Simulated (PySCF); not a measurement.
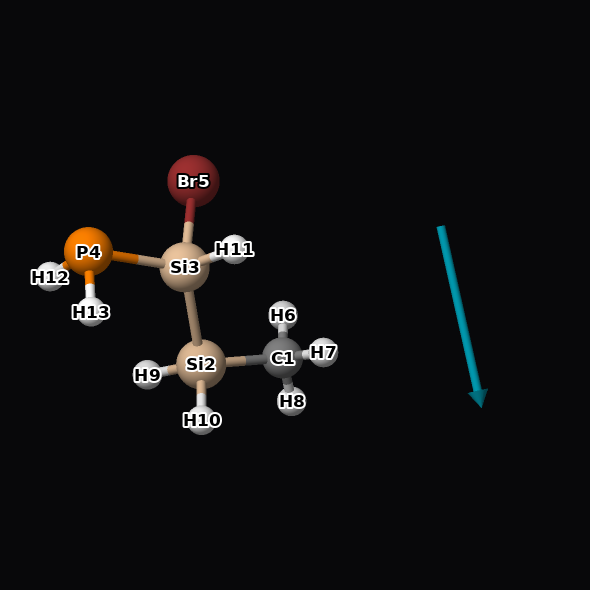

The arrow beside the molecule shows the direction of the dipole moment, from the negative to the positive end (its length means nothing). Computed geometry: GFN2-xTB optimisation. No frequency run is at hand to confirm it as a minimum. Level of theory: PBE0/def2-SVPD, gas phase (PySCF 2.14.0).

> How large is the dipole moment?

2.43 D; it points from the side of Br5 to the side of H8, H10 (the outermost atoms at the two ends).

The geometry is semi-empirical. Around Br, P, Si such bond lengths and angles can be off by a tenth of an ångström or more and by several degrees, and values that hang on the shape move with them.
